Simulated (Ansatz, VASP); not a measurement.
# InAs: VASP beside Ansatz, part 2 of 2

Aim: how closely do two programs agree when they are given the same cell, functional and k mesh?  Valence electrons are named where the data sets of a main pair hold unlike numbers.

VASP 6.6.1 and Ansatz 0.2.0.

So far: The starting structure; Ansatz: band structure, HSE06.

### Step 3. VASP: band structure, HSE06

Level of this step: HSE06; plane waves and PAW (In_d, As) (VASP).

The same cell, functional, mesh and smearing now go to VASP, with its own data sets.

Lines of VASP's logs that name or quote its potential files are left out, and so is its time.

The run reads the wave functions of an earlier VASP run, which isn't shown here.

INCAR reads:

```
SYSTEM = InAs
PREC = Accurate
ENCUT = 400
EDIFF = 1E-06
NELM = 100
ISMEAR = 0
SIGMA = 0.02
LREAL = .FALSE.
ALGO = Normal
LHFCALC = .TRUE.
AEXX = 0.25
GGA = PE
HFSCREEN = 0.2
LASPH = .TRUE.
NBANDS = 15
PRECFOCK = Fast
LORBIT = 11
LWAVE = .FALSE.
LCHARG = .FALSE.
KPAR = 4
```

POSCAR reads:

```
InAs
1.0
    0.0000000000      3.0290000000      3.0290000000
    3.0290000000      0.0000000000      3.0290000000
    3.0290000000      3.0290000000      0.0000000000
In As
1 1
Direct
    0.0000000000      0.0000000000      0.0000000000
    0.2500000000      0.2500000000      0.2500000000
```

KPOINTS reads:

```
Automatic mesh
0
Gamma
4 4 4
0 0 0
```

KPOINTS_OPT reads:

```
Line mode
6
Line-mode
Reciprocal
  0.00000000   0.00000000   0.00000000 GAMMA
  0.50000000   0.00000000   0.50000000 X

  0.50000000   0.00000000   0.50000000 X
  0.50000000   0.25000000   0.75000000 W

  0.50000000   0.25000000   0.75000000 W
  0.37500000   0.37500000   0.75000000 K

  0.37500000   0.37500000   0.75000000 K
  0.00000000   0.00000000   0.00000000 GAMMA

  0.00000000   0.00000000   0.00000000 GAMMA
  0.50000000   0.50000000   0.50000000 L

  0.50000000   0.50000000   0.50000000 L
  0.62500000   0.25000000   0.62500000 U

  0.62500000   0.25000000   0.62500000 U
  0.50000000   0.25000000   0.75000000 W

  0.50000000   0.25000000   0.75000000 W
  0.50000000   0.50000000   0.50000000 L

  0.50000000   0.50000000   0.50000000 L
  0.37500000   0.37500000   0.75000000 K

  0.62500000   0.25000000   0.62500000 U
  0.50000000   0.00000000   0.50000000 X
```

Potentials, in the order of the species: In_d and As (PBE family, release 64).

On the command line:

```
mpirun -np 4 vasp_std
```

Numbers of over 12 decimals in the logs are rounded to 6 here.

The log of the run:

```text
[banner, memory and clock lines left out]
running    4 mpi-ranks, on    1 nodes
 distrk:  each k-point on    1 cores,    4 groups
 distr:  one band on    1 cores,    1 groups

 POSCAR found type information on POSCAR InAs
 POSCAR found :  2 types and       2 ions
 LDA part: xc-table for (Slater+PW92), standard interpolation
 found WAVECAR, reading the header
 POSCAR, INCAR and KPOINTS ok, starting setup
 FFT: planning ... GRIDC
 FFT: planning ... GRID_SOFT
 FFT: planning ... GRID
 reading WAVECAR
 the WAVECAR file was read successfully
 initial charge from wavefunction
 entering main loop
       N       E                     dE             d eps       ncg     rms          rms(c)
DAV:   1    -0.912310400618E+01   -0.91231E+01   -0.56408E-01   275   0.871E+00    0.362E+00
DAV:   2    -0.913466140441E+01   -0.11557E-01   -0.39853E-02   300   0.144E+00    0.379E+00
DAV:   3    -0.913361758147E+01    0.10438E-02   -0.14684E-03   313   0.479E-01    0.253E+00
DAV:   4    -0.913318729588E+01    0.43029E-03   -0.27027E-04   321   0.194E-01    0.159E+00
DAV:   5    -0.913306328617E+01    0.12401E-03   -0.81175E-05   283   0.948E-02    0.971E-01
DAV:   6    -0.913302529630E+01    0.37990E-04   -0.19492E-05   296   0.487E-02    0.590E-01
DAV:   7    -0.913301314176E+01    0.12155E-04   -0.48308E-06   268   0.244E-02    0.356E-01
DAV:   8    -0.913301003307E+01    0.31087E-05   -0.19514E-06   268   0.132E-02    0.214E-01
DAV:   9    -0.913300940456E+01    0.62850E-06   -0.67695E-07   211   0.726E-03
   1 F= -.91330094E+01 E0= -.91330094E+01  d E =-.380384E-37
 Start KPOINTS_OPT (optional k-point list driver)
k-point batch [1-8\60]
       N       E                     dE             ncg
DAV:   1     0.657571900008E+02   -0.25987E+04      247
DAV:   2    -0.940581128920E+03   -0.10063E+04      247
DAV:   3    -0.100998455558E+04   -0.69403E+02      331
DAV:   4    -0.101215079663E+04   -0.21662E+01      296
DAV:   5    -0.101223960625E+04   -0.88810E-01      371
DAV:   6    -0.101224340904E+04   -0.38028E-02      369
DAV:   7    -0.101224347546E+04   -0.66419E-04      385
DAV:   8    -0.101224347666E+04   -0.11962E-05      298
DAV:   9    -0.101224347670E+04   -0.45440E-07      281
[...]
k-point batch [57-60\60]
       N       E                     dE             ncg
DAV:   1     0.202088246400E+04   -0.21403E+04      120
DAV:   2     0.153199945162E+04   -0.48888E+03      127
DAV:   3     0.149635168781E+04   -0.35648E+02      169
DAV:   4     0.149533763648E+04   -0.10141E+01      163
DAV:   5     0.149530555252E+04   -0.32084E-01      192
DAV:   6     0.149530425614E+04   -0.12964E-02      185
DAV:   7     0.149530423500E+04   -0.21143E-04      192
DAV:   8     0.149530423477E+04   -0.22504E-06      137
```

OUTCAR, selected parts (step 3):

```text
ion  position               nearest neighbor table
   1  0.000  0.000  0.000-   2 2.62   2 2.62   2 2.62   2 2.62
   2  0.250  0.250  0.250-   1 2.62   1 2.62   1 2.62   1 2.62

  LATTYP: Found a face centered cubic cell.
 ALAT       =     6.0580000000

 Subroutine GETGRP returns: Found 24 space group operations
 (whereof 24 operations were pure point group operations)

The static configuration has the point symmetry T_d .

 Found      8 irreducible k-points:

   k-points           NKPTS =      8   k-points in BZ     NKDIM =     64   number of bands    NBANDS=     15

   dimension x,y,z NGX =    28 NGY =   28 NGZ =   28
   dimension x,y,z NGXF=    56 NGYF=   56 NGZF=   56

   ENCUT  =  400.0 eV  29.40 Ry    5.42 a.u.   6.99  6.99  6.99*2*pi/ulx,y,z

   NELECT =      18.0000    total number of electrons

 k-points in reciprocal lattice and weights: Automatic mesh
   0.00000000  0.00000000  0.00000000       0.016
   0.25000000  0.00000000  0.00000000       0.125
   0.50000000  0.00000000  0.00000000       0.062
   0.25000000  0.25000000  0.00000000       0.094
   0.50000000  0.25000000  0.00000000       0.375
  -0.25000000  0.25000000  0.00000000       0.188
   0.50000000  0.50000000  0.00000000       0.047
  -0.25000000  0.50000000  0.25000000       0.094

  exchange ACFDT corr.  =         0.00000000  see jH, gK, PRB 81, 115126

 average (electrostatic) potential at core
       1 -90.4480       2 -45.8271

 E-fermi :   4.2270

 k-point     1 :       0.0000    0.0000    0.0000
  band No.  band energies     occupation
    ...
      5     -11.9660      2.00000
      6      -8.9294      2.00000
      7       4.0497      2.00000
      8       4.0497      2.00000
      9       4.0497      2.00000
     10       4.6159      0.00000
     11       8.7387      0.00000
     12       8.7387      0.00000
     13       8.7387      0.00000
     14      12.5237      0.00000
    ...

 k-point     2 :       0.2500    0.0000    0.0000
  band No.  band energies     occupation
    ...
      5     -11.9650      2.00000
      6      -8.2782      2.00000
      7       0.1618      2.00000
      8       3.4434      2.00000
      9       3.4434      2.00000
     10       6.0361      0.00000
     11       9.4932      0.00000
     12       9.4932      0.00000
     13      10.0805      0.00000
     14      13.3163      0.00000
    ...

 k-point     3 :       0.5000    0.0000    0.0000
  band No.  band energies     occupation
    ...
      5     -11.9590      2.00000
      6      -7.3340      2.00000
      7      -2.1709      2.00000
      8       2.9880      2.00000
      9       2.9880      2.00000
     10       5.7327      0.00000
     11       9.5232      0.00000
     12       9.5232      0.00000
     13      11.7816      0.00000
     14      14.1613      0.00000
    ...

  energy-cutoff  :      400.00
  volume of cell :       55.58
      direct lattice vectors                 reciprocal lattice vectors
     0.000000000  3.029000000  3.029000000    -0.165070981  0.165070981  0.165070981
     3.029000000  0.000000000  3.029000000     0.165070981 -0.165070981  0.165070981
     3.029000000  3.029000000  0.000000000     0.165070981  0.165070981 -0.165070981

 POSITION                                       TOTAL-FORCE (eV/Angst)
 -----------------------------------------------------------------------------------
      0.00000      0.00000      0.00000         0.000000      0.000000      0.000000
      1.51450      1.51450      1.51450        -0.000000     -0.000000     -0.000000
 -----------------------------------------------------------------------------------
    total drift:                                0.000026      0.000019      0.000013

  FREE ENERGIE OF THE ION-ELECTRON SYSTEM (eV)
  ---------------------------------------------------
  free  energy   TOTEN  =        -9.1330094046 eV

  energy  without entropy=       -9.1330094046  energy(sigma->0) =       -9.13300940

 total charge
# of ion       s       p       d       tot
------------------------------------------
    1        0.844   0.751   9.906  11.500
    2        1.216   1.636   0.021   2.874
--------------------------------------------------
tot          2.060   2.387   9.927  14.374

[... 3 further parts left out ...]
```

The k-mesh is coarse for exact exchange; levels may shift by about 0.1 eV on a finer one. Spin-orbit coupling is off here; with elements this heavy it splits and shifts levels by tenths of an eV or more.

### Step 4. Side by side

Known differences besides the potentials themselves: exact exchange at q = 0 is treated differently, which shows on coarse meshes; VASP keeps PBE cores, Ansatz makes them for the functional; the data sets hold 28 valence electrons in Ansatz (on its default PAW (the set named soft_2) files) and 18 in VASP; the cutoff is 420 eV in Ansatz and 400 eV in VASP; VASP takes a coarser grid for exact exchange (PRECFOCK = Fast). Total energies have different zeros and are not compared.

Compared:

```csv
quantity,Ansatz,VASP,difference
gap over the path points (eV),0.568,0.566,+0.002
```

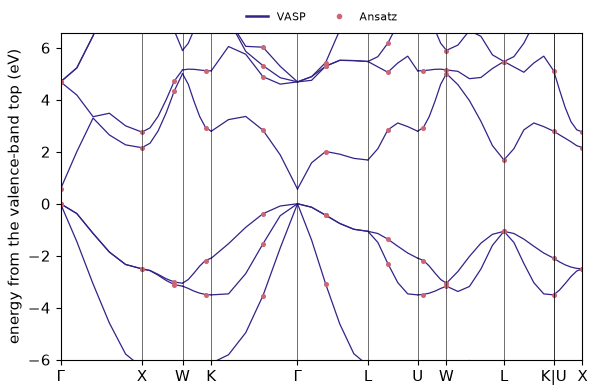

Bands from VASP (lines) and levels from Ansatz (dots). Dots without a line are higher empty bands that the VASP plot leaves out.

Levels at points of the path, from each program's valence-band top (eV; 3 filled, then empty):

```csv
k (reciprocal lattice),Ansatz,VASP
0.000 0.000 0.000,0.00 0.00 0.00 0.57 4.68 4.68,0.00 0.00 0.00 0.57 4.69 4.69
0.500 0.000 0.500,-6.30 -2.51 -2.51 2.15 2.75 10.32,-6.29 -2.50 -2.50 2.16 2.76 10.31
0.500 0.200 0.700,-6.15 -3.12 -3.02 4.34 4.72 6.65,-6.14 -3.11 -3.01 4.35 4.73 6.65
0.400 0.350 0.750,-6.14 -3.50 -2.19 2.93 5.12 7.90,-6.13 -3.49 -2.18 2.94 5.12 7.90
0.150 0.150 0.300,-3.54 -1.55 -0.39 2.83 4.88 5.31,-3.53 -1.54 -0.38 2.83 4.89 5.31
0.200 0.200 0.200,-3.09 -0.44 -0.44 2.01 5.29 5.29,-3.09 -0.44 -0.44 2.01 5.29 5.29
0.550 0.400 0.550,-6.13 -2.31 -1.37 2.84 5.05 6.17,-6.12 -2.30 -1.36 2.84 5.06 6.18
0.600 0.250 0.650,-6.14 -3.50 -2.19 2.93 5.12 7.90,-6.13 -3.49 -2.18 2.94 5.12 7.90
0.500 0.250 0.750,-6.13 -3.18 -3.07 5.01 5.15 5.89,-6.12 -3.17 -3.06 5.01 5.15 5.90
0.500 0.500 0.500,-6.23 -1.07 -1.07 1.68 5.47 5.47,-6.22 -1.06 -1.06 1.68 5.47 5.47
```

Among the levels compared at these points, filled levels agree within 11 meV and empty ones within 11 meV.

### Step 5. Summary of results

```yaml
largest_difference_of_a_filled_level_at_the_path_points_band_structure_hse06: 11 meV
```

The largest difference of a filled level at the path points is 11 meV (band structure, HSE06), within the 80 meV picked in this series as the mark of a large difference. The data sets hold unlike numbers of valence electrons (28 in Ansatz and 18 in VASP), so part of the differences comes from the potentials. Such differences can come from data sets, numerical settings and the points named under the comparisons, not from the functional's error against experiment.

[Lines on the potential files, build, host, timing and source positions are cut from VASP's logs without a mark.]

[Logs are printed without paths, hosts, clocks, repeated set-up lines and the standing remarks that a program may print on its own settings, such as how far it seeks lower states.]

[Hosts, paths, dates, database ids (printed as entryN), source tags and the programs' standing remarks are cut or masked in the printed files.]
